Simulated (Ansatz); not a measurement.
**singlet SiH2Cl+: levels of theory compared**

Aim: a comparison of 5 runs (BHLYP/STO-3G, HSE06/STO-3G, r2SCAN/STO-3G, r2SCAN0/STO-3G, wB97X/STO-3G) of singlet SiH2Cl+. 

Program for the calculation: Ansatz 0.2.0.

52 further runs of the same task are left out: 52 set aside as unsound or not needed.

## 1. The structure to begin with

SiH2Cl+ has 4 atoms, charge +1, and is taken as a singlet. SMILES of the parent species: `[SiH2]Cl`. Geometry: relaxed at GFN2-xTB. That shape belongs to the parent species and isn't relaxed for this state.

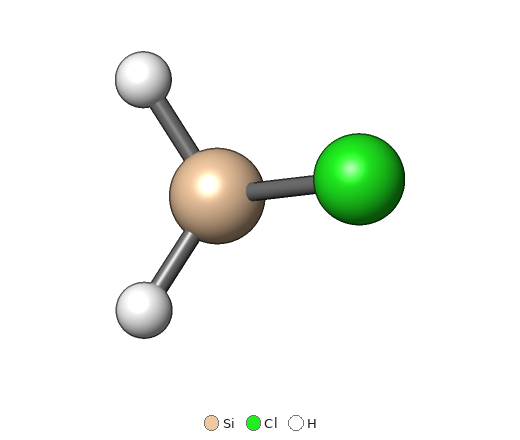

Viewed from a chosen angle; silicon light orange, chlorine green, hydrogen white.

## 2. The energy at BHLYP/STO-3G (run 1)

input.yaml reads:

```yaml
crystal:
  periodic: [false, false, false]
  atoms:
    - {symbol: Si, position_ang: [-0.283580, 0.237700, 0.131590]}
    - {symbol: Cl, position_ang: [1.597690, -0.059610, 0.811090]}
    - {symbol: H, position_ang: [-1.065000, -0.978280, 0.263310]}
    - {symbol: H, position_ang: [-0.249110, 0.800200, -1.205980]}
basis:
  gaussian:
    orbitals: STO-3G
total_charge: 1
hamiltonian:
  xc: {name: BHLYP}
accuracy: high
```

Started as:

```sh
$ ansatz run input.yaml --threads 1 --pin off --max-ram 2610MiB --events-out events.jsonl --progress --plain --runs-dir runs
```

Standard output:

```text
Warning: RAYON_NUM_THREADS=1 ignored (pool sized by the plan → 1); use --threads N
Functional definition: BHLYP
  name "BHLYP"
  parameter a = 0.5
  exchange = (1 - a)*b88_x + a*exact_x
  correlation = lyp_c
341 factors; integrals over basis functions are off by at most 3.1e-9 eV
mean field evaluation 1: about -20194.9035 eV, gradient 2.2e1 eV
mean field evaluation 2: about -20192.8104 eV, gradient 3.5e1 eV
mean field evaluation 4: about -20198.0518 eV, gradient 3.2e-1 eV
mean field evaluation 8: about -20198.0405 eV, gradient 3.3e-3 eV
mean field evaluation 16: about -20198.0405 eV, gradient 1.1e-8 eV
mean field -20198.04049580 eV, -742.2642974972 hartree, gradient 1.2e-8 eV, S^2 0.000000; 0 other end points of the search recorded, 0 dependent functions left out
reference -20198.04051337 eV, -742.2642981428 hartree; 16, 16 occupied and 4, 4 virtual orbitals, 341 factors
Total energy: -20198.04051337 eV, -742.2642981428 hartree
```

Run time: 0.87 s. Hardware: 1 thread of AMD EPYC 7R43 (Zen 3), shared host; peak memory 0.11 GiB.

## 3. The energy at HSE06/STO-3G (run 2)

run.yaml reads:

```yaml
crystal:
  periodic: [false, false, false]
  atoms:
    - symbol: Si
      position_ang: [-0.283580, 0.237700, 0.131590]
    - symbol: Cl
      position_ang: [1.597690, -0.059610, 0.811090]
    - symbol: H
      position_ang: [-1.065000, -0.978280, 0.263310]
    - symbol: H
      position_ang: [-0.249110, 0.800200, -1.205980]
basis:
  gaussian:
    orbitals: STO-3G
total_charge: 1
hamiltonian:
  xc: {name: HSE06}
accuracy: high
```

Started as:

```sh
$ ansatz run run.yaml --threads 1 --pin off --max-ram 2610MiB --events-out events.jsonl --progress --plain --runs-dir runs
```

Standard output:

```text
Warning: RAYON_NUM_THREADS=1 ignored (pool sized by the plan → 1); use --threads N
Functional definition: HSE06
  name "HSE06"
  parameter a = 0.25
  parameter omega = 0.11/bohr
  exchange = pbe_x - a*pbe_x_sr(omega) + a*exact_x_sr(omega)
  correlation = pbe_c
341 factors; integrals over basis functions are off by at most 3.1e-9 eV
56 factors; integrals over basis functions are off by at most 9.5e-10 eV
mean field evaluation 1: about -20186.6272 eV, gradient 2.4e1 eV
mean field evaluation 2: about -20165.9109 eV, gradient 6.8e1 eV
mean field evaluation 4: about -20190.2153 eV, gradient 7.1e-1 eV
mean field evaluation 8: about -20190.1946 eV, gradient 1.1e-3 eV
mean field evaluation 16: about -20190.1946 eV, gradient 3.2e-9 eV
mean field -20190.19455938 eV, -741.9759646517 hartree, gradient 4.0e-9 eV, S^2 0.000000; 0 other end points of the search recorded, 0 dependent functions left out
reference -20190.19456107 eV, -741.9759647140 hartree; 16, 16 occupied and 4, 4 virtual orbitals, 341 factors
Total energy: -20190.19456107 eV, -741.9759647140 hartree
```

It took 1.2 s on 1 thread of AMD EPYC 7R43 (Zen 3), shared host; peak memory 0.11 GiB.

Runs 3 to 4 aren't shown in full; the table further down has their settings and results.

## 4. A single-point energy at wB97X/STO-3G (run 5)

run.yaml reads:

```yaml
crystal:
  periodic: [false, false, false]
  atoms:
    - {symbol: Si, position_ang: [-0.283580, 0.237700, 0.131590]}
    - {symbol: Cl, position_ang: [1.597690, -0.059610, 0.811090]}
    - {symbol: H, position_ang: [-1.065000, -0.978280, 0.263310]}
    - {symbol: H, position_ang: [-0.249110, 0.800200, -1.205980]}
basis:
  gaussian: {orbitals: STO-3G}
total_charge: 1
magnetization: {spin_polarized: false}
hamiltonian: {xc: {name: wB97X}}
accuracy: high
```

Started as:

```sh
$ ansatz run run.yaml --threads 1 --pin off --max-ram 2610MiB --events-out events.jsonl --progress --plain --runs-dir runs
```

Standard output, cut to the lines that bear on the results:

```text
Warning: RAYON_NUM_THREADS=1 ignored (pool sized by the plan → 1); use --threads N
Functional definition: wB97X
  name "wB97X"
[...]
      + exact_x_lr(omega)
[...]
      + integral(e_c_pw_opposite_spin*poly(b97_u_opposite, 1, cos1, cos2, cos3, cos4))
341 factors; integrals over basis functions are off by at most 3.1e-9 eV
133 factors; integrals over basis functions are off by at most 6.1e-10 eV
[...]
mean field -20197.31584164 eV, -742.2376669478 hartree, gradient 3.8e-8 eV, S^2 0.000000; 0 other end points of the search recorded, 0 dependent functions left out
reference -20197.31584018 eV, -742.2376668943 hartree; 16, 16 occupied and 4, 4 virtual orbitals, 341 factors
Total energy: -20197.31584018 eV, -742.2376668943 hartree
```

Run time: 4.5 s. Hardware: 1 thread of AMD EPYC 7R43 (Zen 3), shared host; peak memory 0.24 GiB.

## 5. Overview of the runs

| run | level | energy (Eh) | wall time |
| --- | --- | --- | --- |
| 1 | BHLYP/STO-3G | -742.264298 | 0.87 s |
| 2 | HSE06/STO-3G | -741.975965 | 1.2 s |
| 3 | r2SCAN/STO-3G | -742.213387 | 2.3 s |
| 4 | r2SCAN0/STO-3G | -742.228418 | 2.1 s |
| 5 | wB97X/STO-3G | -742.237667 | 4.5 s |

## 6. Summary of results

| quantity | value |
| --- | --- |
| run 5: total energy | -742.23767 Eh |

**Reading.** Totals of different functionals can't be ranked against each other. In runs 1, 2, 3, 4, 5 the basis is minimal, so the values are rough. All runs together took 11 s, the longest 4.5 s.
